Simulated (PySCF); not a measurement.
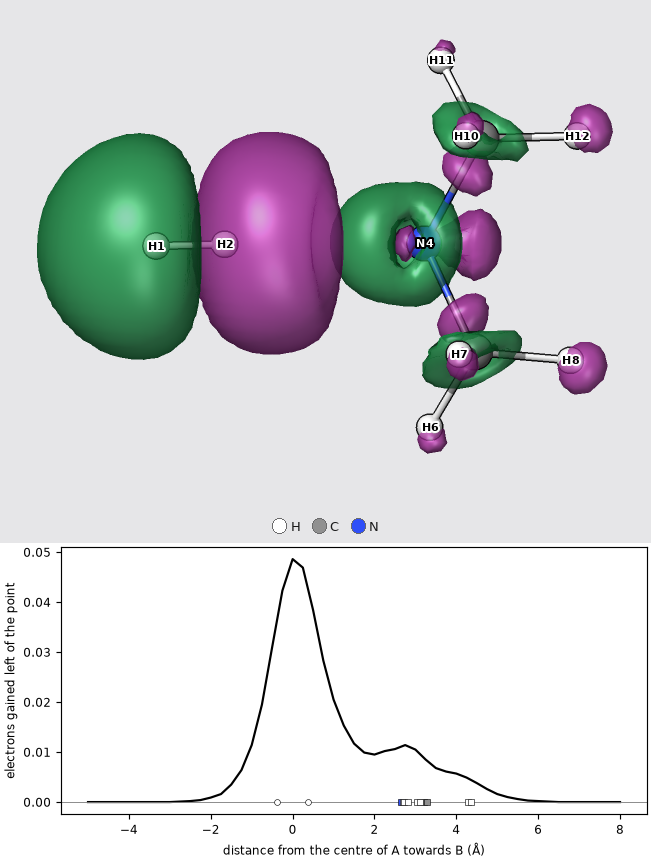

C₂H₉N, SMILES `[H][H].CNC`. Density of the complex less the densities of the two fragments at the same geometry, ±0.0015 e/Å³ (green: gain, purple: loss). Fragment A: H2 (atoms 1–2); fragment B: H7C2N. Below: the charge-displacement curve along the line of centres (A on the left).

Computed with PySCF, B3LYP/def2-SVPD, geometry: GFN2-xTB.

Input script:

```python
import numpy as np
from pyscf import gto, scf, dft
from pyscf.scf import atom_ks, atom_hf
from scipy.linalg import block_diag
from pyscf.dispersion import dftd3

def solve(mol, dm0=None, hcore=None):
    mf = (dft.UKS if mol.spin else dft.RKS)(mol, xc='b3lyp')
    mf.grids.level = 3
    mf = mf.density_fit(auxbasis='def2-universal-jkfit')
    mf.conv_tol, mf.max_cycle = 1e-8, 80
    if hcore is not None:
        mf.get_hcore = lambda *args: hcore
    mf.kernel(dm0)
    if not mf.converged:
        mf = mf.newton().run(mf.mo_coeff, mf.mo_occ, max_cycle=30)
    assert mf.converged, 'SCF not converged'
    return mf

mol = gto.M(atom='''
H     -0.31818    -3.21668    -0.44347
H     -0.22699    -2.46484    -0.23674
C     -1.17191     0.46023    -0.12260
N     -0.00919    -0.26915     0.34153
C      1.23407     0.30690    -0.12916
H     -2.06921    -0.00705     0.27943
H     -1.20696     0.40196    -1.21109
H     -1.16560     1.52291     0.16516
H     -0.00797    -0.29198     1.35821
H      1.25577     0.24421    -1.21772
H      2.06727    -0.26942     0.26929
H      1.36326     1.36219     0.15679
''', basis='def2-svpd', charge=0, spin=0, verbose=4)
mol_a = gto.M(atom='''
H     -0.31818    -3.21668    -0.44347
H     -0.22699    -2.46484    -0.23674
ghost-C     -1.17191     0.46023    -0.12260
ghost-N     -0.00919    -0.26915     0.34153
ghost-C      1.23407     0.30690    -0.12916
ghost-H     -2.06921    -0.00705     0.27943
ghost-H     -1.20696     0.40196    -1.21109
ghost-H     -1.16560     1.52291     0.16516
ghost-H     -0.00797    -0.29198     1.35821
ghost-H      1.25577     0.24421    -1.21772
ghost-H      2.06727    -0.26942     0.26929
ghost-H      1.36326     1.36219     0.15679
''', basis='def2-svpd', charge=0, spin=0, verbose=4)
mol_b = gto.M(atom='''
ghost-H     -0.31818    -3.21668    -0.44347
ghost-H     -0.22699    -2.46484    -0.23674
C     -1.17191     0.46023    -0.12260
N     -0.00919    -0.26915     0.34153
C      1.23407     0.30690    -0.12916
H     -2.06921    -0.00705     0.27943
H     -1.20696     0.40196    -1.21109
H     -1.16560     1.52291     0.16516
H     -0.00797    -0.29198     1.35821
H      1.25577     0.24421    -1.21772
H      2.06727    -0.26942     0.26929
H      1.36326     1.36219     0.15679
''', basis='def2-svpd', charge=0, spin=0, verbose=4)
ab, a, b = solve(mol), solve(mol_a), solve(mol_b)
e_int = ab.e_tot - a.e_tot - b.e_tot
print('counterpoise-corrected interaction energy / kcal/mol', e_int * 627.5095)
def disp(atoms, charge):
    m = gto.M(atom=atoms, charge=charge, basis='sto-3g', spin=None, unit='Bohr', verbose=0)
    return dftd3.DFTD3Dispersion(m, xc='b3lyp', version='d3bj').get_dispersion()['energy']
e_disp = disp(mol._atom, mol.charge) - disp(mol._atom[:2], mol_a.charge) - disp(mol._atom[2:], mol_b.charge)
print('D3(BJ) part / kcal/mol', e_disp * 627.5095)
# spherically averaged free atoms, for the promolecule
atm = atom_ks.get_atm_nrks(mol, xc='b3lyp')
pro = block_diag(*[(atm[a[0]][2] * atm[a[0]][3]) @ atm[a[0]][2].T for a in mol._atom])
np.savez('result.npz', e_int=e_int, e_disp=e_disp, dm_a=a.make_rdm1(), dm_b=b.make_rdm1(), c=ab.mo_coeff, occ=ab.mo_occ, eps=ab.mo_energy, pro=pro, d=[f.dip_moment(verbose=0) for f in (ab, a, b)])
```

Launched as:

```sh
OMP_NUM_THREADS=1 python input.py
```

The run took 18 s on 1 thread of Intel(R) Xeon(R) Platinum 8488C (Sapphire Rapids), with other jobs on the host, peak memory 0.57 GiB.

Partitions, critical points and surface values were worked out afterwards from this run's density.

Which way does charge flow?

Answer. Hirshfeld charges show 0.016 e passing from B to A. By Hirshfeld charges, electrons gather most on H1 (−0.036 e) and leave H2 most (+0.020 e); 0.06 e is displaced in all, which induces a dipole of 0.52 D.

What is the interaction energy, and which contacts carry it?

Answer. The counterpoise-corrected interaction energy of the frozen fragments is 0.0 kcal/mol without dispersion correction and −0.9 kcal/mol with D3(BJ). The pair geometry is semi-empirical, not a minimum at this level. Contacts: H2···N4, 2.28 Å, ρ = 0.018 a.u. The pose is a local one from a semi-empirical search, not shown to be the most stable.
